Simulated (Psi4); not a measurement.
# NO2F (nitryl fluoride) at wB97X/cc-pVTZ

What is the energy change on altering one bond length of NO2F (nitryl fluoride) at wB97X/cc-pVTZ? 

The calculation is run with Psi4 1.11.

**1. The molecule**

NO2F: 4 atoms, total charge 0, spin state singlet. As SMILES, `O=[N+]([O-])F`. The shape is that of a PBE0-D4/def2-TZVP optimisation.

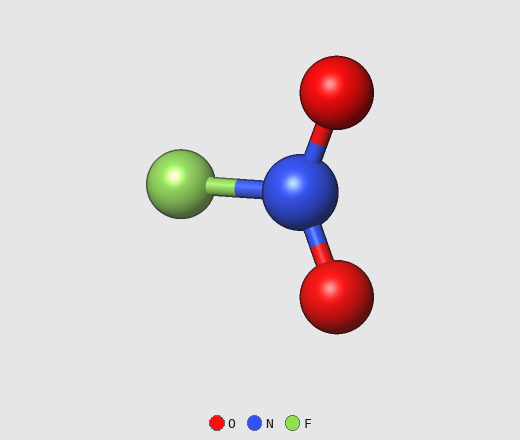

The structure, seen from a chosen angle (oxygen red, nitrogen blue, fluorine green).

**2. Energy and gradient at wB97X/cc-pVTZ**

The input, input.dat:

```
memory 1600 mb

molecule m {
  0 1
  O      0.188290     0.469930     1.120250
  N      0.079720    -0.071800     0.089140
  O      0.476580    -1.068680    -0.376880
  F     -0.744590     0.670550    -0.832510
  symmetry c1
}

set {
  puream true
  e_convergence 1e-09
  d_convergence 1e-08
  scf_type pk
  dft_radial_points 99
  dft_spherical_points 590
}

e_tot, wfn = gradient("wb97x/cc-pVTZ", return_wfn=True)
oeprop(wfn, "MAYER_INDICES", "LOWDIN_CHARGES", "DIPOLE")
print_variables()
```

Run with:

```bash
$ psi4 -i input.dat -o output.dat -n 1
```

output.dat (excerpt; [...] marks lines left out):

```text
[...]
  Running in c1 symmetry.
[...]
  Nuclear repulsion =  124.476506262533732
[...]
  Multiplicity = 1
[...]
  Nalpha       = 16
  Nbeta        = 16
[...]
    Number of basis functions: 120
[...]
   @RKS iter   1:  -304.71591353832787   -7.64577e-02   6.87738e-03 DIIS/ADIIS
[...]
   @RKS iter  12:  -304.93364143887527   -7.16227e-12   5.51498e-09 DIIS
[...]
    Orbital Energies [Eh]
    ---------------------
    Doubly Occupied:
       1A    -24.791519     2A    -19.310399     3A    -19.310370
       4A    -14.755951     5A     -1.494969     6A     -1.334313
       7A     -1.304970     8A     -0.837831     9A     -0.755611
      10A     -0.747770    11A     -0.707119    12A     -0.577382
      13A     -0.557420    14A     -0.513570    15A     -0.493362
      16A     -0.471577
[...]
  @RKS Final Energy:  -304.93364143887527
   => Energetics <=
    Nuclear Repulsion Energy =            124.4765062625337322
    One-Electron Energy =                -666.1912611340994772
    Two-Electron Energy =                 261.6285825011616453
    DFT Exchange-Correlation Energy =     -24.8474690684711135
    Empirical Dispersion Energy =           0.0000000000000000
    VV10 Nonlocal Energy =                  0.0000000000000000
    Total Energy =                       -304.9336414388752701
[...]
  -Total Gradient:
     Atom            X                  Y                   Z
    ------   -----------------  -----------------  -----------------
       1       -0.000215627572    -0.000324920004    -0.000983944199
       2        0.002325248905    -0.002100093713     0.002602700456
       3       -0.000451525709     0.000930795469     0.000236444396
       4       -0.001651989681     0.001488722381    -0.001848371206
[...]
 Multipole Moments:
 ------------------------------------------------------------------------------------
     Multipole            Electronic (a.u.)      Nuclear  (a.u.)        Total (a.u.)
 ------------------------------------------------------------------------------------
 L = 1.  Multiply by 2.5417464519 to convert [e a0] to [Debye]
 Dipole X            :         -0.6120367            0.6708565            0.0588199
 Dipole Y            :          0.5511673           -0.6041481           -0.0529808
 Dipole Z            :         -0.6843003            0.7500699            0.0657697
 Magnitude           :                                                    0.1029193
[...]
```

Run time: 47 s. Hardware: 1 thread of AMD EPYC 7R43 (Zen 3), shared host; peak memory 0.94 GiB.

**3. The distorted shape: a single-point energy at wB97X/cc-pVTZ**

The input, input.in:

```
memory 1.6 GB

molecule mol {
  0 1
  O      0.311961     0.358556     1.258525
  N      0.203391    -0.183174     0.227415
  O      0.600251    -1.180054    -0.238605
  F     -0.744590     0.670550    -0.832510
  symmetry c1
  no_reorient
  no_com
}

set basis cc-pVTZ
set puream true
set e_convergence 1e-09
set d_convergence 1e-08
set scf_type pk
set dft_radial_points 99
set dft_spherical_points 590

result, w = energy('wb97x', return_wfn=True)
oeprop(w, 'MAYER_INDICES', 'LOWDIN_CHARGES', 'MULLIKEN_CHARGES', title='WB97X')
print_variables()
```

Run with:

```bash
$ psi4 input.in input.out -n 1
```

input.out (excerpt; [...] marks lines left out):

```text
[...]
  Running in c1 symmetry.
[...]
  Nuclear repulsion =  118.641498230217323
[...]
  Multiplicity = 1
[...]
  Nalpha       = 16
  Nbeta        = 16
[...]
    Number of basis functions: 120
[...]
   @RKS iter   1:  -304.69376994888580   -2.94910e-01   6.84027e-03 DIIS/ADIIS
[...]
   @RKS iter  13:  -304.91953813950727   -6.82121e-13   1.31890e-09 DIIS
[...]
  @RKS Final Energy:  -304.91953813950727
   => Energetics <=
    Nuclear Repulsion Energy =            118.6414982302173229
    One-Electron Energy =                -654.7362638128045091
    Two-Electron Energy =                 255.9578683536545327
    DFT Exchange-Correlation Energy =     -24.7826409105745995
    Empirical Dispersion Energy =           0.0000000000000000
    VV10 Nonlocal Energy =                  0.0000000000000000
    Total Energy =                       -304.9195381395072673
[...]
 Multipole Moments:
 ------------------------------------------------------------------------------------
     Multipole            Electronic (a.u.)      Nuclear  (a.u.)        Total (a.u.)
 ------------------------------------------------------------------------------------
 L = 1.  Multiply by 2.5417464519 to convert [e a0] to [Debye]
 Dipole X            :         -3.4706154            3.8174792            0.3468638
 Dipole Y            :          3.1255061           -3.4378880           -0.3123819
 Dipole Z            :         -3.8804522            4.2682772            0.3878250
 Magnitude           :                                                    0.6068815
[...]
  Mulliken Charges: (a.u.)
   Center  Symbol    Alpha    Beta     Spin     Total
       1     O     4.04737  4.04737  0.00000 -0.09474
       2     N     3.26759  3.26759  0.00000  0.46482
       3     O     4.04737  4.04737  0.00000 -0.09474
       4     F     4.63767  4.63767  0.00000 -0.27534
   Total alpha = 16.00000, Total beta = 16.00000, Total charge =  0.00000
  Lowdin Charges: (a.u.)
   Center  Symbol    Alpha    Beta     Spin     Total
       1     O     3.92788  3.92788  0.00000  0.14424
       2     N     3.55165  3.55165  0.00000 -0.10330
[...]
```

It took 23 s on 1 thread of AMD EPYC 7R43 (Zen 3), shared host; peak memory 0.94 GiB.

**4. What came out**

At wB97X/cc-pVTZ:

| quantity | value |
| --- | --- |
| first shape: total energy | -304.93364 Eh |
| first shape: dipole moment | 0.26 D |
| first shape: HOMO energy | -12.83 eV |
| first shape: LUMO energy | -0.02 eV |
| first shape: HOMO–LUMO gap | 12.81 eV |
| first shape: largest force on an atom | 0.209 eV/Å |
| distorted shape: total energy | -304.91954 Eh |
| distorted shape: dipole moment | 1.54 D |
| distorted shape: HOMO energy | -13.17 eV |
| distorted shape: LUMO energy | -0.71 eV |
| distorted shape: HOMO–LUMO gap | 12.46 eV |
| energy change with the N2–F4 bond stretched from 1.442 to 1.659 Å | 0.384 eV |

In words: With the N2–F4 bond stretched from 1.442 to 1.659 Å the energy rises by 0.38 eV (37.0 kJ/mol). The first shape isn't relaxed at this level, so the change isn't measured from a minimum. Mulliken charges (distorted shape) run from -0.28 on F4 to +0.46 on N2; they depend strongly on the basis.
